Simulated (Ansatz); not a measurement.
## Geometry relaxation of CH7AlGeO (part 2 of 2)

CH7AlGeO, SMILES C[O][AlH][GeH3]; RKS PBE0-D4/def2-TZVP (Ansatz 0.2.0). The geometry: PBE-D4/def2-SVP start.

Geometry of the input (Å):
```
C  -0.3440  1.8109  1.0201
O  0.3311  0.6546  1.4361
Al 0.7235  -0.8838  0.7820
Ge -0.0081  -1.4559  -1.5219
H  0.3267  2.6972  1.0830
H  -1.2169  2.0118  1.6814
H  -0.7218  1.7472  -0.0283
H  1.5411  -1.8245  1.7751
H  1.0697  -2.2628  -2.3020
H  -1.2884  -2.3429  -1.5161
H  -0.3475  -0.2088  -2.3886
```

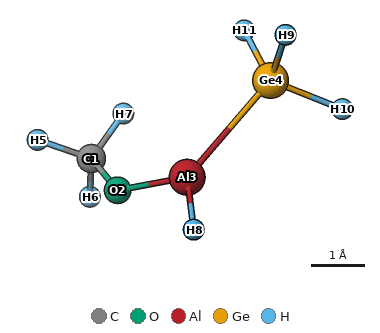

Fig. 1: The geometry at step 17 of the log (ball-and-stick view, seen at a tilt; atoms are numbered from 1 in the order of the input).

Trajectory as extended XYZ, continued:
```
11
Properties=species:S:1:pos:R:3:forces:R:3 step=5 energy=-66301.97521
C    -0.3408    1.7836    0.9920    0.0138  -0.0307   0.0019
O     0.3356    0.6468    1.4427   -0.0074   0.0147  -0.0016
Al    0.7183   -0.8650    0.8031   -0.0003  -0.0001  -0.0009
Ge   -0.0146   -1.4199   -1.4981    0.0018   0.0023   0.0090
H     0.3202    2.6548    1.0383    0.0003   0.0053  -0.0032
H    -1.2060    1.9832    1.6320   -0.0043   0.0029  -0.0016
H    -0.6967    1.6799   -0.0413    0.0004   0.0031   0.0042
H     1.5259   -1.8298    1.7596   -0.0025   0.0016  -0.0026
H     1.0608   -2.2036   -2.2764    0.0025   0.0005  -0.0022
H    -1.2752   -2.3097   -1.4896   -0.0023  -0.0012  -0.0007
H    -0.3622   -0.1772   -2.3415   -0.0020   0.0014  -0.0023
11
Properties=species:S:1:pos:R:3:forces:R:3 step=7 energy=-66301.97534
C    -0.3360    1.7785    0.9856   -0.0017   0.0044   0.0008
O     0.3373    0.6460    1.4506    0.0000  -0.0036  -0.0043
Al    0.7150   -0.8674    0.8101   -0.0007   0.0015   0.0026
Ge   -0.0178   -1.4130   -1.4929    0.0016  -0.0016  -0.0011
H     0.3250    2.6502    1.0254    0.0008  -0.0002   0.0006
H    -1.2043    1.9859    1.6194    0.0008  -0.0003   0.0004
H    -0.6879    1.6655   -0.0479    0.0006  -0.0011   0.0003
H     1.5169   -1.8375    1.7655   -0.0006   0.0002  -0.0001
H     1.0670   -2.1757   -2.2797   -0.0016   0.0019   0.0000
H    -1.2660   -2.3204   -1.4885    0.0016   0.0011  -0.0006
H    -0.3841   -0.1690   -2.3269   -0.0008  -0.0024   0.0015
11
Properties=species:S:1:pos:R:3:forces:R:3 step=8 energy=-66301.97535
C    -0.3346    1.7785    0.9845   -0.0008   0.0034   0.0014
O     0.3372    0.6460    1.4519   -0.0013  -0.0029  -0.0060
Al    0.7134   -0.8682    0.8121    0.0009   0.0013   0.0028
Ge   -0.0180   -1.4129   -1.4914   -0.0034  -0.0005  -0.0088
H     0.3272    2.6497    1.0235   -0.0009  -0.0025   0.0002
H    -1.2034    1.9877    1.6171    0.0026  -0.0008  -0.0013
H    -0.6856    1.6640   -0.0493    0.0007   0.0009   0.0027
H     1.5140   -1.8394    1.7676   -0.0010   0.0007   0.0007
H     1.0691   -2.1680   -2.2824   -0.0004   0.0009   0.0030
H    -1.2626   -2.3251   -1.4902    0.0027  -0.0017   0.0031
H    -0.3915   -0.1692   -2.3226    0.0011   0.0013   0.0023
11
Properties=species:S:1:pos:R:3:forces:R:3 step=10 energy=-66301.97543
C    -0.3213    1.7829    0.9779   -0.0004   0.0124   0.0078
O     0.3318    0.6430    1.4540   -0.0013  -0.0035  -0.0048
Al    0.6950   -0.8767    0.8196    0.0005   0.0151  -0.0004
Ge   -0.0258   -1.4131   -1.4889   -0.0004  -0.0176  -0.0173
H     0.3521    2.6456    1.0197   -0.0082  -0.0104  -0.0004
H    -1.1923    2.0059    1.6032    0.0100  -0.0031  -0.0058
H    -0.6655    1.6697   -0.0582    0.0000   0.0019   0.0027
H     1.4813   -1.8529    1.7811    0.0000  -0.0066   0.0043
H     1.0942   -2.1020   -2.2972   -0.0192   0.0130   0.0106
H    -1.2236   -2.3881   -1.4956    0.0184   0.0214  -0.0049
H    -0.4604   -0.1712   -2.2947    0.0007  -0.0225   0.0083
11
Properties=species:S:1:pos:R:3:forces:R:3 step=11 energy=-66301.97550
C    -0.3225    1.7846    0.9804    0.0020   0.0053   0.0058
O     0.3319    0.6439    1.4525   -0.0005  -0.0010  -0.0065
Al    0.6975   -0.8746    0.8169   -0.0068   0.0076   0.0034
Ge   -0.0243   -1.4159   -1.4903   -0.0048  -0.0067  -0.0155
H     0.3502    2.6475    1.0240   -0.0052  -0.0060  -0.0004
H    -1.1929    2.0050    1.6071    0.0062  -0.0021  -0.0037
H    -0.6676    1.6743   -0.0557   -0.0001   0.0008   0.0021
H     1.4827   -1.8514    1.7791    0.0014  -0.0029   0.0015
H     1.0941   -2.1101   -2.2955   -0.0167   0.0078   0.0063
H    -1.2275   -2.3837   -1.4970    0.0187   0.0095   0.0007
H    -0.4564   -0.1765   -2.3007    0.0058  -0.0122   0.0063
11
Properties=species:S:1:pos:R:3:forces:R:3 step=13 energy=-66301.97555
C    -0.3224    1.7867    0.9816    0.0019  -0.0006   0.0026
O     0.3315    0.6446    1.4510   -0.0016  -0.0001  -0.0030
Al    0.6959   -0.8744    0.8167    0.0010   0.0019  -0.0022
Ge   -0.0227   -1.4177   -1.4912   -0.0037  -0.0009  -0.0116
H     0.3511    2.6488    1.0254   -0.0021  -0.0028  -0.0002
H    -1.1916    2.0069    1.6099    0.0032  -0.0011  -0.0019
H    -0.6693    1.6781   -0.0541    0.0001   0.0008   0.0018
H     1.4796   -1.8528    1.7788   -0.0009   0.0010   0.0026
H     1.0938   -2.1102   -2.2994   -0.0065   0.0035   0.0080
H    -1.2237   -2.3870   -1.4959    0.0076   0.0028   0.0000
H    -0.4570   -0.1799   -2.3020    0.0010  -0.0044   0.0039
11
Properties=species:S:1:pos:R:3:forces:R:3 step=14 energy=-66301.97562
C    -0.3181    1.7905    0.9815    0.0035  -0.0058   0.0015
O     0.3299    0.6446    1.4497   -0.0023   0.0045  -0.0001
Al    0.6895   -0.8761    0.8172    0.0004  -0.0012  -0.0036
Ge   -0.0243   -1.4196   -1.4922   -0.0042  -0.0024  -0.0078
H     0.3596    2.6491    1.0267   -0.0004  -0.0009  -0.0002
H    -1.1863    2.0141    1.6100    0.0011  -0.0003  -0.0004
H    -0.6653    1.6849   -0.0543    0.0001   0.0003   0.0008
H     1.4664   -1.8576    1.7818   -0.0014   0.0028   0.0013
H     1.1027   -2.0915   -2.3032   -0.0068   0.0053   0.0054
H    -1.2087   -2.4093   -1.4990    0.0071   0.0041  -0.0004
H    -0.4801   -0.1859   -2.2975    0.0028  -0.0064   0.0035
11
Properties=species:S:1:pos:R:3:forces:R:3 step=15 energy=-66301.97562
C    -0.3066    1.7989    0.9800    0.0069  -0.0124  -0.0001
O     0.3261    0.6440    1.4471   -0.0036   0.0147   0.0064
Al    0.6728   -0.8815    0.8205   -0.0020  -0.0050  -0.0048
Ge   -0.0301   -1.4242   -1.4923   -0.0090  -0.0189  -0.0299
H     0.3821    2.6486    1.0271   -0.0012  -0.0022  -0.0001
H    -1.1724    2.0326    1.6079    0.0007   0.0001   0.0007
H    -0.6541    1.6989   -0.0562    0.0004   0.0001  -0.0004
H     1.4331   -1.8697    1.7920   -0.0024   0.0056  -0.0016
H     1.1247   -2.0369   -2.3145   -0.0276   0.0133   0.0169
H    -1.1706   -2.4670   -1.5082    0.0308   0.0291  -0.0022
H    -0.5395   -0.2005   -2.2828    0.0070  -0.0245   0.0151
11
Properties=species:S:1:pos:R:3:forces:R:3 step=17 energy=-66301.97574
C    -0.3075    1.7974    0.9799    0.0025  -0.0064  -0.0016
O     0.3264    0.6437    1.4476   -0.0019   0.0081   0.0061
Al    0.6736   -0.8812    0.8198    0.0014  -0.0044  -0.0038
Ge   -0.0292   -1.4243   -1.4928   -0.0018   0.0028   0.0031
H     0.3802    2.6479    1.0261    0.0004   0.0006  -0.0003
H    -1.1734    2.0307    1.6078   -0.0006   0.0007   0.0004
H    -0.6552    1.6964   -0.0562   -0.0003   0.0005  -0.0004
H     1.4358   -1.8675    1.7914   -0.0008   0.0009   0.0003
H     1.1221   -2.0407   -2.3131   -0.0041  -0.0005  -0.0007
H    -1.1734   -2.4593   -1.5074    0.0043  -0.0010  -0.0027
H    -0.5343   -0.2001   -2.2822    0.0009  -0.0015  -0.0004
11
Properties=species:S:1:pos:R:3:forces:R:3 step=18 energy=-66301.97579
C    -0.3022    1.8009    0.9792    0.0007  -0.0036  -0.0039
O     0.3245    0.6437    1.4476   -0.0003   0.0052   0.0066
Al    0.6663   -0.8832    0.8219    0.0011  -0.0065  -0.0030
Ge   -0.0311   -1.4264   -1.4925   -0.0017   0.0022  -0.0016
H     0.3903    2.6473    1.0261    0.0009   0.0011  -0.0003
H    -1.1672    2.0393    1.6064   -0.0010   0.0007   0.0006
H    -0.6496    1.7019   -0.0572   -0.0002   0.0003  -0.0004
H     1.4206   -1.8719    1.7972   -0.0005   0.0007  -0.0008
H     1.1287   -2.0162   -2.3200    0.0038   0.0004   0.0004
H    -1.1539   -2.4841   -1.5135   -0.0022  -0.0027   0.0025
H    -0.5611   -0.2082   -2.2744   -0.0004   0.0023  -0.0001
11
Properties=species:S:1:pos:R:3:forces:R:3 step=20 energy=-66301.97584
C    -0.2952    1.8044    0.9773   -0.0004  -0.0011  -0.0037
O     0.3219    0.6428    1.4474    0.0007   0.0036   0.0081
Al    0.6562   -0.8870    0.8249   -0.0002  -0.0018  -0.0030
Ge   -0.0345   -1.4280   -1.4919   -0.0026  -0.0040  -0.0102
H     0.4039    2.6456    1.0244   -0.0003  -0.0007  -0.0004
H    -1.1591    2.0501    1.6032    0.0005   0.0000  -0.0003
H    -0.6420    1.7073   -0.0594    0.0001  -0.0003  -0.0002
H     1.4011   -1.8789    1.8042   -0.0007   0.0001  -0.0015
H     1.1394   -1.9805   -2.3267   -0.0048   0.0028   0.0052
H    -1.1294   -2.5153   -1.5190    0.0059   0.0053   0.0011
H    -0.5970   -0.2174   -2.2637    0.0018  -0.0040   0.0048
11
Properties=species:S:1:pos:R:3:forces:R:3 step=21 energy=-66301.97585
C    -0.2880    1.8081    0.9755   -0.0019   0.0028  -0.0041
O     0.3192    0.6422    1.4474    0.0017   0.0016   0.0068
Al    0.6461   -0.8902    0.8272   -0.0012  -0.0030   0.0006
Ge   -0.0378   -1.4305   -1.4918   -0.0017  -0.0072  -0.0159
H     0.4175    2.6439    1.0230   -0.0014  -0.0023  -0.0004
H    -1.1510    2.0611    1.6000    0.0021  -0.0008  -0.0012
H    -0.6341    1.7129   -0.0617    0.0004  -0.0008   0.0002
H     1.3809   -1.8853    1.8109    0.0000  -0.0002  -0.0022
H     1.1492   -1.9456   -2.3336   -0.0158   0.0088   0.0101
H    -1.1036   -2.5470   -1.5255    0.0125   0.0162   0.0004
H    -0.6330   -0.2267   -2.2507    0.0053  -0.0153   0.0057
11
Properties=species:S:1:pos:R:3:forces:R:3 step=23 energy=-66301.97589
C    -0.2889    1.8067    0.9749   -0.0018   0.0011  -0.0044
O     0.3195    0.6421    1.4483    0.0020   0.0003   0.0076
Al    0.6473   -0.8901    0.8279    0.0000  -0.0019  -0.0023
Ge   -0.0372   -1.4294   -1.4910   -0.0003   0.0029   0.0006
H     0.4156    2.6434    1.0213   -0.0001  -0.0004  -0.0003
H    -1.1522    2.0595    1.5989    0.0004  -0.0001  -0.0003
H    -0.6348    1.7098   -0.0622    0.0001  -0.0003   0.0001
H     1.3840   -1.8853    1.8100   -0.0002  -0.0002   0.0000
H     1.1471   -1.9477   -2.3321    0.0013  -0.0006  -0.0003
H    -1.1068   -2.5405   -1.5244   -0.0007  -0.0020   0.0006
H    -0.6283   -0.2255   -2.2508   -0.0009   0.0013  -0.0011
11
Properties=species:S:1:pos:R:3:forces:R:3 step=24 energy=-66301.97592
C    -0.2884    1.8051    0.9734    0.0007   0.0000   0.0022
O     0.3198    0.6418    1.4514   -0.0007   0.0008  -0.0010
Al    0.6471   -0.8903    0.8294    0.0009  -0.0009   0.0018
Ge   -0.0379   -1.4270   -1.4902    0.0010  -0.0016   0.0010
H     0.4162    2.6417    1.0177   -0.0001   0.0003  -0.0006
H    -1.1519    2.0599    1.5963   -0.0001   0.0003  -0.0003
H    -0.6338    1.7050   -0.0635    0.0006  -0.0019  -0.0004
H     1.3834   -1.8865    1.8110   -0.0016   0.0009  -0.0025
H     1.1471   -1.9432   -2.3317    0.0001   0.0009   0.0002
H    -1.1053   -2.5402   -1.5240   -0.0001   0.0004   0.0004
H    -0.6310   -0.2234   -2.2489   -0.0008   0.0007  -0.0007
11
Properties=species:S:1:pos:R:3:forces:R:3 step=26 energy=-66301.97594
C    -0.2803    1.8065    0.9694    0.0001  -0.0014   0.0008
O     0.3176    0.6409    1.4550   -0.0001  -0.0014  -0.0014
Al    0.6361   -0.8942    0.8352    0.0003   0.0040   0.0006
Ge   -0.0415   -1.4257   -1.4876   -0.0016  -0.0043  -0.0070
H     0.4310    2.6377    1.0097   -0.0007  -0.0012   0.0004
H    -1.1430    2.0719    1.5891    0.0020  -0.0007  -0.0011
H    -0.6246    1.7027   -0.0676   -0.0008   0.0016   0.0003
H     1.3615   -1.8962    1.8185   -0.0006   0.0002   0.0009
H     1.1561   -1.8985   -2.3376   -0.0052   0.0031   0.0035
H    -1.0759   -2.5699   -1.5301    0.0038   0.0049   0.0000
H    -0.6716   -0.2321   -2.2331    0.0026  -0.0047   0.0029
11
Properties=species:S:1:pos:R:3:forces:R:3 step=27 energy=-66301.97595
C    -0.2790    1.8073    0.9691   -0.0002  -0.0003   0.0000
O     0.3172    0.6407    1.4546    0.0004  -0.0005   0.0001
Al    0.6343   -0.8948    0.8354   -0.0013   0.0022  -0.0006
Ge   -0.0423   -1.4265   -1.4876   -0.0006  -0.0021  -0.0050
H     0.4334    2.6375    1.0097   -0.0006  -0.0011   0.0003
H    -1.1414    2.0738    1.5887    0.0016  -0.0007  -0.0008
H    -0.6233    1.7042   -0.0679   -0.0005   0.0013   0.0004
H     1.3577   -1.8973    1.8196    0.0005  -0.0003   0.0017
H     1.1576   -1.8917   -2.3384   -0.0041   0.0016   0.0020
H    -1.0710   -2.5755   -1.5315    0.0033   0.0043  -0.0003
H    -0.6778   -0.2346   -2.2310    0.0016  -0.0044   0.0023
```

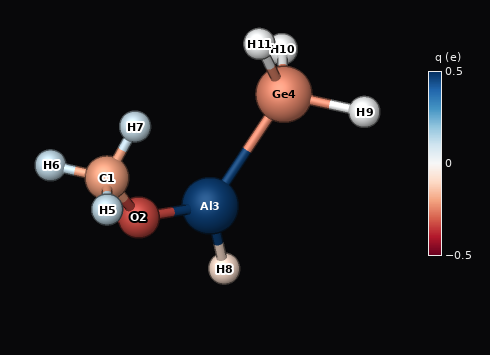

Fig. 2: Mulliken charges, as the colour of each atom (ball-and-stick view, seen at a tilt; atoms are numbered from 1 in the order of the input). By element: C −0.20, O −0.33, Al +0.47, Ge −0.24 and H −0.09 to +0.12 e.
